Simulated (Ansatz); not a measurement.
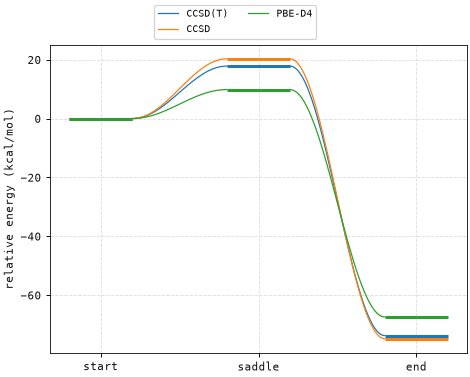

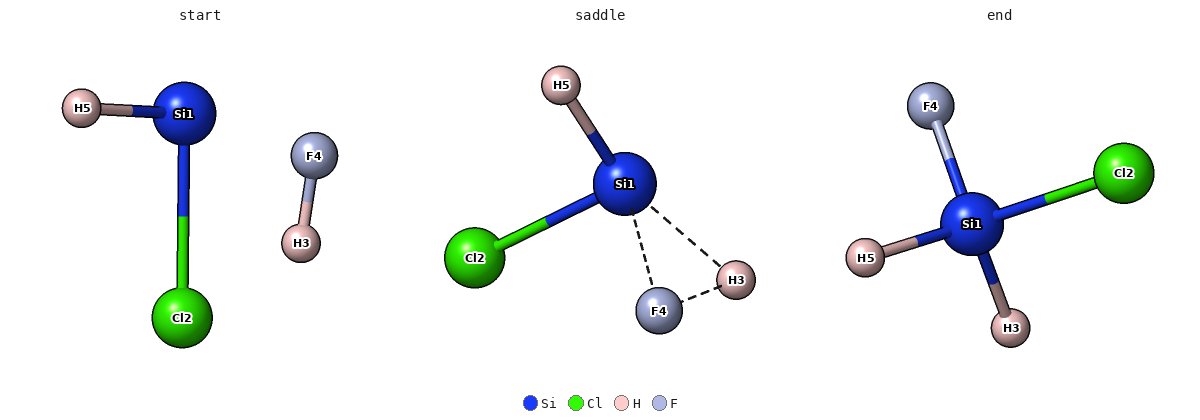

One elementary step of SiH₂ClF: start, first-order saddle point (changing pairs dashed) and end. Electronic energies at PBE0-D4/def2-TZVP geometries, energies in def2-TZVPP, the Ansatz code; cores frozen in correlated methods, no zero-point terms. Start and end are the structures at the ends of the path (complexes, where there are several molecules). Lines between the levels only guide the eye.

Question: Which bonds change in the step?

Answer: Si1–H3 (2.46 → 1.67 → 1.48 Å) forms; H3–F4 (0.94 → 1.15 → 2.48 Å) breaks; Si1–F4 (2.26 → 1.95 → 1.59 Å) closes from a weak contact (lengths at start, saddle and end; changes of bond order aren't listed). The imaginary mode at the saddle is 1237.0i cm⁻¹ (PBE0-D4).

Question: Give the barriers and step energies (kcal/mol).

Answer:
```
  level  barrier  reverse barrier  step energy
CCSD(T)     17.8             91.6        −73.8
   CCSD     20.3             95.1        −74.8
 PBE-D4      9.8             77.2        −67.4
```

Caveats, for all or some of the runs: restricted reference unstable towards unrestricted.
